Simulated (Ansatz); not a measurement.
**HNO (nitroxyl): levels of theory compared**

Aim: a comparison of 5 runs (HF/STO-3G, B2PLYP/STO-3G, BHLYP/STO-3G, BLYP/STO-3G, UPBE0/STO-3G) of HNO (nitroxyl). 

The calculation is run with Ansatz 0.2.0.

50 further runs of the same task are left out: 1 that didn't finish, 49 set aside as unsound or not needed.

## (1) Starting point

HNO has 3 atoms, charge 0, and is taken as a singlet. As SMILES, `N=O`. The H3–N1 distance was set to 1.329 Å, away from the relaxed value.

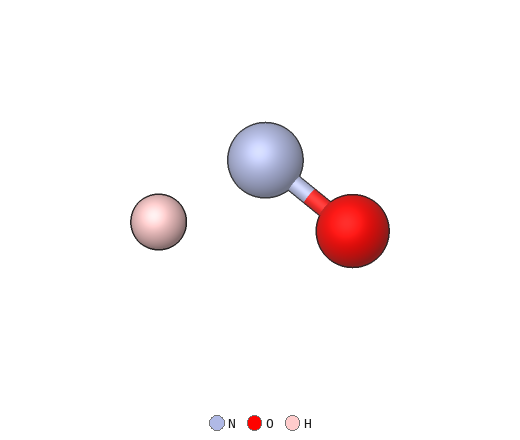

The structure, seen from a chosen angle (nitrogen light blue, oxygen red, hydrogen pink).

## (2) A single-point energy at HF/STO-3G (run 1)

molecule.yaml reads:

```yaml
crystal:
  periodic: [false, false, false]
  atoms:
    - {symbol: "N", position_ang: [-0.236725, 0.568483, -0.061612]}
    - {symbol: O, position_ang: [0.802275, 0.652893, 0.512048]}
    - {symbol: H, position_ang: [-0.471600, -0.709980, -0.339350]}
basis:
  gaussian:
    orbitals: STO-3G
hamiltonian:
  xc: hf
accuracy: high
```

On the command line:

```bash
$ ansatz run molecule.yaml --threads 1 --pin off --max-ram 3480MiB --events-out events.jsonl --progress --plain --runs-dir runs
```

Standard output:

```text
Warning: RAYON_NUM_THREADS=1 ignored (pool sized by the plan → 1); use --threads N
Functional definition: HF
  name "HF"
  exchange = exact_x
  correlation = 0
168 factors; integrals over basis functions are off by at most 3.9e-8 eV
mean field evaluation 1: about -3482.6427 eV, gradient 1.8e1 eV
mean field evaluation 2: about -3482.7177 eV, gradient 1.9e1 eV
mean field evaluation 4: about -3483.7962 eV, gradient 1.5e0 eV
mean field evaluation 8: about -3483.8184 eV, gradient 4.5e-2 eV
mean field -3483.81838646 eV, -128.0279642853 hartree, gradient 2.6e-8 eV, S^2 0.000000; 0 other end points of the search recorded, 0 dependent functions left out
reference -3483.81838646 eV, -128.0279642853 hartree; 8, 8 occupied and 3, 3 virtual orbitals, 168 factors
Total energy: -3483.81838646 eV, -128.0279642853 hartree
```

It took 0.08 s on 1 thread of AMD EPYC 7R43 (Zen 3), shared host.

## (3) A single-point energy at B2PLYP/STO-3G (run 2)

run.yaml reads:

```yaml
crystal:
  periodic: [false, false, false]
  atoms:
    - {symbol: N, position_ang: [-0.236725, 0.568483, -0.061612]}
    - {symbol: O, position_ang: [0.802275, 0.652893, 0.512048]}
    - {symbol: H, position_ang: [-0.471600, -0.709980, -0.339350]}
basis:
  gaussian:
    orbitals: STO-3G
hamiltonian:
  xc: {name: B2PLYP}
correlation:
  frozen_orbitals: {H: 0, "N": 1, O: 1}
accuracy: high
```

On the command line:

```bash
$ ansatz run run.yaml --threads 1 --pin off --max-ram 3480MiB --events-out events.jsonl --progress --plain --runs-dir runs
```

Standard output, shortened:

```text
Warning: RAYON_NUM_THREADS=1 ignored (pool sized by the plan → 1); use --threads N
Functional definition: B2PLYP
  name "B2PLYP"
[...]
168 factors; integrals over basis functions are off by at most 3.9e-8 eV
[...]
mean field -3495.59456895 eV, -128.4607310097 hartree, gradient 5.7e-8 eV, S^2 0.000000; 0 other end points of the search recorded, 0 dependent functions left out; unrestricted orbitals would lower it
2 core orbitals not correlated: weight in the atoms' cores, before any rotation towards them, 1.000 or more for the frozen orbitals, at most 0.000 for the correlated occupied ones
reference -3495.59458020 eV, -128.4607314232 hartree; 6, 6 occupied and 3, 3 virtual orbitals, 168 factors
second order -5.08378224 eV of doubles, -0.00000000 eV of singles
Total energy: -3496.96720140 eV, -128.5111743221 hartree
```

Wall time 0.5 s (1 thread of AMD EPYC 7R43 (Zen 3), shared host).

Runs 3 to 4 aren't shown in full; the table further down has their settings and results.

## (4) The energy at UPBE0/STO-3G (run 5)

in.yaml reads:

```yaml
crystal:
  periodic: [false, false, false]
  atoms:
    - {symbol: N, position_ang: [-0.236725, 0.568483, -0.061612]}
    - {symbol: O, position_ang: [0.802275, 0.652893, 0.512048]}
    - {symbol: H, position_ang: [-0.471600, -0.709980, -0.339350]}
basis:
  gaussian:
    orbitals: STO-3G
magnetization:
  spin_polarized: true
hamiltonian:
  xc: pbe0
accuracy: high
```

On the command line:

```bash
$ ansatz run in.yaml --threads 1 --pin off --max-ram 3480MiB --events-out events.jsonl --progress --plain --runs-dir runs
```

Standard output:

```text
Warning: RAYON_NUM_THREADS=1 ignored (pool sized by the plan → 1); use --threads N
Functional definition: PBE0
  name "PBE0"
  parameter a = 0.25
  parameter kappa = 0.804
  parameter beta = 0.06672455060314922
  exchange = (1 - a)*pbe_x(kappa = kappa, mu = beta*pi^2/3) + a*exact_x
  correlation = pbe_c(beta = beta)
168 factors; integrals over basis functions are off by at most 3.9e-8 eV
mean field evaluation 1: about -3497.9408 eV, gradient 7.7e0 eV
mean field evaluation 2: about -3497.6379 eV, gradient 1.1e1 eV
mean field evaluation 4: about -3498.3112 eV, gradient 6.8e-1 eV
mean field evaluation 8: about -3498.2998 eV, gradient 1.7e-3 eV
mean field evaluation 16: about -3498.2878 eV, gradient 5.1e-1 eV
mean field evaluation 32: about -3497.9408 eV, gradient 7.7e0 eV
mean field -3498.29979219 eV, -128.5601461304 hartree, gradient 5.4e-8 eV, S^2 0.010342; 4 other end points of the search recorded, 0 dependent functions left out
reference -3498.29979299 eV, -128.5601461597 hartree; 8, 8 occupied and 3, 3 virtual orbitals, 168 factors
Total energy: -3498.29979299 eV, -128.5601461597 hartree
```

Wall time 1.6 s (1 thread of AMD EPYC 7R43 (Zen 3), shared host); peak memory 0.11 GiB.

## (5) The series

```tsv
run	level	frozen core orbitals	energy (Eh)	wall time
1	HF/STO-3G	–	-128.027964	0.08 s
2	B2PLYP/STO-3G	2	-128.511174	0.5 s
3	BHLYP/STO-3G	–	-128.611788	0.36 s
4	BLYP/STO-3G	–	-128.649296	0.38 s
5	UPBE0/STO-3G	–	-128.560146	1.6 s
```

## (6) Summary of results

| quantity | value |
| --- | --- |
| run 5: total energy | -128.56015 Eh |
| run 5: ⟨S²⟩ | 0.010 |

Totals of different functionals can't be ranked against each other. In run 2 the log says that unrestricted orbitals would lower the reference, so the values rest on an unstable closed-shell determinant (other closed-shell runs at this shape may share the fault). In runs 1, 2, 3, 4, 5 the basis is minimal, so the values are rough. All runs together took 2.9 s, the longest 1.6 s.
